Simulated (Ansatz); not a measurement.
## Run report: BH₃ClOF, nudged elastic band (part 2 of 2)

Continued. System: BH₃ClOF. Method: RKS BHLYP/def2-SVP (Ansatz 0.2.0). The run did not end well. It belongs to a series of runs on one base structure; here: band between the two ends.

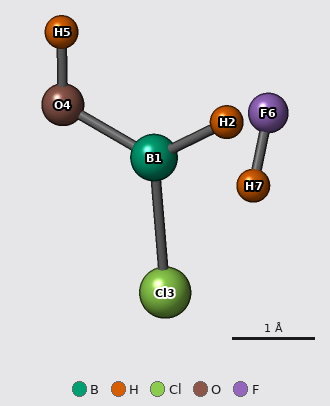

Fig. 1: The structure as given in the input (ball-and-stick view, seen at a tilt; atoms are numbered from 1 in the order of the input).

```
Unfinished report: {"positions_ang":[[0.0783731104565592,0.1977301864968367,-0.018124833552435504],[0.044164750225506526,-0.29536589109694183,1.2469468531203483],[1.673852625061466,-0.12024600025974891,-0.7338793602979352],[-1.0438410943321748,-0.03981855214048348,-0.7272874551698593],[-1.7003847207963214,-0.6163254932408408,-0.35144665694916954],[0.08355373940482438,1.6512301506030855,0.6504786715865267],[0.06367856998013972,0.7193946096380919,1.3522107912625247]],"unchecked":["starts","cluster_reference","orbital_swaps","neighbouring_geometries","increment"],"mean_field":{"relativity":"none","state":{"energy":{"ev":-18002.205305130654,"hartree":-661.5688426305319},"converged":true,"gradient_ev":0.000010771699093452858,"stability":{"kind":"minimum","curvature_ev":47.8434192690156},"curvature_floor_ev":0.00030000000000000003,"spin_squared":-7.105427357601002e-15},"others":[],"fillings":{"estimated":0,"unestimated":0,"tried":0,"untried":0,"excluded_magnetic_sites":0},"n_dropped_functions":0,"n_trapped_functions":0,"passes":{"evaluations":3,"products":21},"factors":{"origin":"Cholesky decomposition","count":779,"bound_ev":0.0019984098812740017},"gradient_stop_ev":0.00009,"reference_kind":"stationary","functional":{"name":"BHLYP","citations":["Becke, J. Chem. Phys. 98, 1372 (1993) doi:10.1063/1.464304","Becke, Phys. Rev. A 38, 3098 (1988) doi:10.1103/PhysRevA.38.3098","Lee, Yang & Parr, Phys. Rev. B 37, 785 (1988) doi:10.1103/PhysRevB.37.785"],"text":"name \"BHLYP\"\ncite \"Becke, J. Chem. Phys. 98, 1372 (1993) doi:10.1063/1.464304\"\ncite \"Becke, Phys. Rev. A 38, 3098 (1988) doi:10.1103/PhysRevA.38.3098\"\ncite \"Lee, Yang & Parr, Phys. Rev. B 37, 785 (1988) doi:10.1103/PhysRevB.37.785\"\nparameter a = 0.5\nexchange = (1 - a)*b88_x + a*exact_x\ncorrelation = lyp_c\n","parameters":{"a":{"value":0.5,"default":0.5}},"final_grid":{"core_spheres":13.0,"valence_spheres":11.0,"degree":36.0},"final_grid_parameter_source":"default","radial_points_factor":1.0,"radial_grid_error_ev":4.671919181681796e-7,"grid_sensitivity":"normal","grid_sensitivity_ratio":0.0009331686670994504},"unsmoothed_excess_ev":-0.00012804892621322617,"symmetry":{"irreps":["A"],"axes":[[0.9999132451010674,0.012148007598649688,0.005091972391516187],[-0.01204849552142525,0.9997442513765825,-0.019138066651231574],[-0.005323159505689202,0.019075055723639076,0.9998038838802424]],"occupied":[{"A":21},{"A":21}]},"held":{"pivots":779,"left_out":0,"joined":0},"density_repulsion":{"missed_ev":0.00001635332088313963,"excess_ev":2.5076862256881858e-8,"most_excess_ev":0.0001134,"are_drawn_again":false,"n_first_factors":779,"energy_change_ev":0.0,"n_dropped_ends":0}},"factors":{"origin":"Cholesky decomposition","count":779,"bound_ev":0.0019984098812740017},"n_frozen":0,"n_occupied":[21,21],"n_virtual":[54,54],"reference":{"ev":-18002.205305130654,"hartree":-661.5688426305319},"total":{"ev":-18002.205305130654,"hartree":-661.5688426305319},"forces_ev_per_angstrom":[[0.01506296109516578,0.06247338354191134,-0.02764904598173684],[0.009619972378902965,0.008650906088197283,0.03787211045583593],[0.02824876674554834,0.034475978581443724,0.010053939503863777],[0.045358232397544364,-0.0671029824581089,-0.023611301017570318],[-0.03361972079796798,0.11052359311169636,0.07459581783915405],[-0.03645677403318757,-0.022835168878344966,-0.08264044684325436],[-0.028213437783704675,-0.1261857099896305,0.011378926043701599]],"charge_distribution":{"dipole_moment_e_ang":[-0.39855225761591967,-0.3134028790531453,0.5103677634546145],"mulliken_charges_e":[0.21559152520555802,-0.1822587357021066,-0.13892650871340706,-0.15125570790719856,0.19968943716245036,-0.25352746269133597,0.31068745264602593],"lowdin_charges_e":[-0.7598794965962554,0.015969267876533744,0.27269638239667415,0.28714218960893145,0.006466160448761249,0.11976189225594425,0.057843604009409466]},"n_threads":1,"memory_gib":1.7045454550534487,"seconds":{"hamiltonian":2.246250718,"orbitals":0.0,"second_order":0.0,"solver_start":0.0,"cycles":0.0,"cycle":0.0,"perturbative":0.0,"full_ci_increment":0.0,"forces":0.0}}
this run last wrote the band of iteration 60 to [file]
Error: NEB band did not converge after 60 iterations: max|band force component| = 1.38e-1 eV/Å (threshold 5.0e-2); raise `neb.max_iterations` in a new run, which can start from the last band evaluated (`neb.initial_path`, with `crystal.atoms` and `neb.final_atoms` set to its first and last images), add images, or start from endpoints closer to local minima. Where this run's directory can be resumed (`checkpoint.write`), a resume goes on for up to `neb.max_iterations` more; to start a new run from the last band, take its images' positions from the `neb_iteration` event of iteration 60 (`data.images[].positions_ang`), in the event stream of the run that computed that iteration (not this run's, if it was resumed behind it). With `checkpoint.write`, `steps/00-neb/state/checkpoint.json` in the run directory holds the last saved band, under `neb.evaluated.images[].positions_ang` (a band under a hybrid functional on support functions is neither saved nor resumed: `neb.initial_path` says where its path is): check the last entry of `neb.iterations` there, which is earlier than 60 if that iteration was not saved or its write failed. If the band's step has no `state` directory and holds `state.next`, a write was cut short, and the file is under `state.next` instead (behind a loss of power it can be under `state.prev`)
this run wrote the band of iteration 60 to [file] as well, whether or not its events were kept: a new run's `neb.initial_path` can list its `images[].positions_ang`
a run's events are kept only if it was started with --events-out <file>, and are in that file
```

## The last band as extended XYZ (Å, eV, eV/Å)
```
7
Properties=species:S:1:pos:R:3:forces:R:3 image=0 energy=-18003.64945
B    -0.0471   -0.4811    0.0067   -0.0250   0.0058   0.0054
H    -0.1512   -1.0550    1.0458    0.0010  -0.0033  -0.0073
Cl    1.5722    0.0524   -0.5032    0.0078  -0.0008  -0.0042
O    -1.0519   -0.2507   -0.8289    0.0120  -0.0052   0.0056
H    -1.9032   -0.5328   -0.5008    0.0038   0.0005   0.0008
F     0.0057    1.9423    1.3431   -0.0114   0.0000   0.0087
H     0.7748    1.8216    0.8563    0.0118   0.0028  -0.0090
7
Properties=species:S:1:pos:R:3:forces:R:3 image=1 energy=-18003.53885
B    -0.0112   -0.3705   -0.0593   -0.0144  -0.0674  -0.0125
H    -0.0897   -0.6708    1.0939   -0.0235  -0.0704  -0.0169
Cl    1.5963   -0.0210   -0.7055   -0.0078  -0.0104   0.0068
O    -1.0521   -0.3320   -0.8818   -0.0019  -0.0518  -0.0299
H    -1.8833   -0.5188   -0.4507   -0.0199   0.0205  -0.0279
F    -0.0573    1.9473    1.1189   -0.0682   0.0444   0.0803
H     0.6966    1.4625    1.3034    0.1357   0.1351   0.0000
7
Properties=species:S:1:pos:R:3:forces:R:3 image=2 energy=-18003.34291
B     0.0757   -0.2153   -0.0739    0.0222  -0.4073  -0.0656
H     0.0307   -0.4708    1.1074    0.0126  -0.1671  -0.1257
Cl    1.6581   -0.1102   -0.8210    0.0239   0.0058  -0.0830
O    -1.0230   -0.2059   -0.8232    0.0476  -0.2039  -0.1067
H    -1.8071   -0.4881   -0.3598   -0.0816   0.1771   0.0153
F     0.0880    1.8620    0.9214   -0.0550   0.2167   0.2601
H     0.1770    1.1249    1.4679    0.0304   0.3787   0.1056
7
Properties=species:S:1:pos:R:3:forces:R:3 image=3 energy=-18002.20518
B     0.0784    0.1977   -0.0181    0.0151   0.0625  -0.0276
H     0.0442   -0.2954    1.2469    0.0096   0.0087   0.0379
Cl    1.6739   -0.1202   -0.7339    0.0282   0.0345   0.0101
O    -1.0438   -0.0398   -0.7273    0.0454  -0.0671  -0.0236
H    -1.7004   -0.6163   -0.3514   -0.0336   0.1105   0.0746
F     0.0836    1.6512    0.6505   -0.0365  -0.0228  -0.0826
H     0.0637    0.7194    1.3522   -0.0282  -0.1262   0.0114
7
Properties=species:S:1:pos:R:3:forces:R:3 image=4 energy=-18004.48809
B    -0.0122    0.5554   -0.2951   -0.0921   0.3909  -0.3007
H     0.1442   -0.2992    1.6516    0.0452  -0.0387   0.4182
Cl    1.4731   -0.2169   -0.8629   -0.1524  -0.1336  -0.0392
O    -1.2452    0.0831   -0.4604   -0.1512   0.2046   0.2262
H    -1.4266   -0.8377   -0.5931    0.2872  -0.2075  -0.3048
F     0.0993    1.7684    0.2174    0.0350   0.1277  -0.4549
H     0.1668    0.4436    1.7614    0.0283  -0.3434   0.4553
7
Properties=species:S:1:pos:R:3:forces:R:3 image=5 energy=-18004.82005
B    -0.1223    0.5394   -0.4774   -0.0094   0.0214  -0.0307
H     0.3660   -0.2062    2.3671    0.0117  -0.0317   0.0477
Cl    1.2868   -0.2224   -1.2188   -0.0125  -0.0102  -0.0043
O    -1.3398    0.0078   -0.5367   -0.0051   0.0090  -0.0087
H    -1.4014   -0.8167   -1.0119    0.0196  -0.0075   0.0034
F     0.0426    1.6807    0.1444   -0.0104   0.0406  -0.0675
H     0.3674    0.5141    2.1522    0.0061  -0.0216   0.0602
7
Properties=species:S:1:pos:R:3:forces:R:3 image=6 energy=-18004.83688
B    -0.2058    0.4656   -0.6334    0.0029  -0.0055  -0.0051
H     0.6687    0.0062    3.0410   -0.0001   0.0017   0.0004
Cl    1.1672   -0.1655   -1.5458   -0.0024   0.0033   0.0030
O    -1.4345   -0.0266   -0.7612   -0.0026  -0.0036  -0.0018
H    -1.5169   -0.7480   -1.3800   -0.0004   0.0032   0.0015
F    -0.0006    1.4559    0.1985    0.0024   0.0023   0.0018
H     0.5214    0.5089    2.4998    0.0002  -0.0014   0.0002
```

The run was set up as follows.

## Input file
```yaml
crystal:
  periodic: [false, false, false]
  atoms:
    - { symbol: B, position_ang: [-0.047075, -0.481131, 0.006652] }
    - { symbol: H, position_ang: [-0.151157, -1.055002, 1.045755] }
    - { symbol: Cl, position_ang: [1.572221, 0.052353, -0.50319] }
    - { symbol: O, position_ang: [-1.051874, -0.250731, -0.828903] }
    - { symbol: H, position_ang: [-1.903226, -0.532764, -0.500794] }
    - { symbol: F, position_ang: [0.005694, 1.942315, 1.343124] }
    - { symbol: H, position_ang: [0.774814, 1.821559, 0.856254] }
basis:
  gaussian: { orbitals: def2-SVP }
hamiltonian:
  xc: { name: BHLYP }
neb:
  order_check: false
  images: 5
  f_tol: 0.05
  max_iterations: 60
  optimiser: lbfgs
  climbing: immediate
  final_atoms:
    - { symbol: B, position_ang: [-0.20584106, 0.46561141, -0.6333636] }
    - { symbol: H, position_ang: [0.66867007, 0.00621361, 3.0410033] }
    - { symbol: Cl, position_ang: [1.16722207, -0.16547623, -1.5458155] }
    - { symbol: O, position_ang: [-1.43454605, -0.02655496, -0.76124302] }
    - { symbol: H, position_ang: [-1.51686178, -0.74796179, -1.3799535] }
    - { symbol: F, position_ang: [-0.00064833, 1.45590143, 0.19848375] }
    - { symbol: H, position_ang: [0.52140207, 0.50886551, 2.49978657] }
  initial_path:
    images:
      - { positions_ang: [[-0.047075, -0.481131, 0.006652], [-0.151157, -1.055002, 1.045755], [1.572221, 0.052353, -0.50319], [-1.051874, -0.250731, -0.828903], [-1.903226, -0.532764, -0.500794], [0.005694, 1.942315, 1.343124], [0.774814, 1.821559, 0.856254]] }
      - { positions_ang: [[-0.02873123, -0.31589191, 0.0011114], [-0.11366831, -0.73226903, 1.20583027], [1.5968558, 0.06380006, -0.63143003], [-1.0983099, -0.14956924, -0.80284438], [-1.83532509, -0.62492896, -0.53853537], [0.11202387, 1.78754525, 1.09821517], [0.56655186, 1.46791282, 1.08655095]] }
      - { positions_ang: [[-0.01038745, -0.15065281, -0.0044292], [-0.07617963, -0.40953605, 1.36590553], [1.6214906, 0.07524712, -0.75967007], [-1.1447458, -0.04840748, -0.77678576], [-1.76742418, -0.71709393, -0.57627675], [0.21835374, 1.63277551, 0.85330634], [0.35828972, 1.11426664, 1.3168479]] }
      - { positions_ang: [[0.00795632, 0.01458628, -0.0099698], [-0.03869094, -0.08680308, 1.5259808], [1.64612539, 0.08669419, -0.8879101], [-1.1911817, 0.05275429, -0.75072713], [-1.69952327, -0.80925889, -0.61401812], [0.32468361, 1.47800576, 0.60839751], [0.15002757, 0.76062046, 1.54714485]] }
      - { positions_ang: [[-0.06330947, 0.16492799, -0.21776773], [0.19709607, -0.05579752, 2.0309883], [1.48649095, 0.00263738, -1.1072119], [-1.27230315, 0.02631787, -0.75423243], [-1.63863611, -0.78882652, -0.86932991], [0.21623963, 1.47063765, 0.47175959], [0.27381907, 0.67670214, 1.86469209]] }
      - { positions_ang: [[-0.13457526, 0.3152697, -0.42556566], [0.43288307, -0.02479195, 2.5359958], [1.32685651, -0.08141942, -1.3265137], [-1.3534246, -0.00011854, -0.75773772], [-1.57774894, -0.76839415, -1.12464171], [0.10779565, 1.46326954, 0.33512167], [0.39761057, 0.59278383, 2.18223933]] }
      - { positions_ang: [[-0.20584106, 0.46561141, -0.6333636], [0.66867007, 0.00621361, 3.0410033], [1.16722207, -0.16547623, -1.5458155], [-1.43454605, -0.02655496, -0.76124302], [-1.51686178, -0.74796179, -1.3799535], [-0.00064833, 1.45590143, 0.19848375], [0.52140207, 0.50886551, 2.49978657]] }
```

Launched with:
```bash
ansatz run input.yaml --threads 1 --pin off --max-ram 2048MiB --backend cpu --events-out ev --progress --plain --runs-dir out
```

## What the run reported

| quantity | value |
| --- | --- |
| outcome | not converged |
| barrier, forward (band not converged) | 1.444 eV |
| barrier, backward | 2.632 eV |
| hardware | 1 thread of Arm Neoverse V1, 24 GiB of memory available, shared host |
| wall time | 11 min |
| peak memory | 0.17 GiB |

## What went wrong

The run did not converge: “NEB band did not converge after 60 iterations: max|band force component| = 1.38e-1 eV/Å (threshold 5.0e-2); raise `neb.max_iterations` in a new run, which can start from the last band evaluated (`neb.initial_path`, with `crystal.atoms` and `neb.final_atoms` set to its first and last images), add images, or start from endpoints closer to local minima …” Its last values are not results.
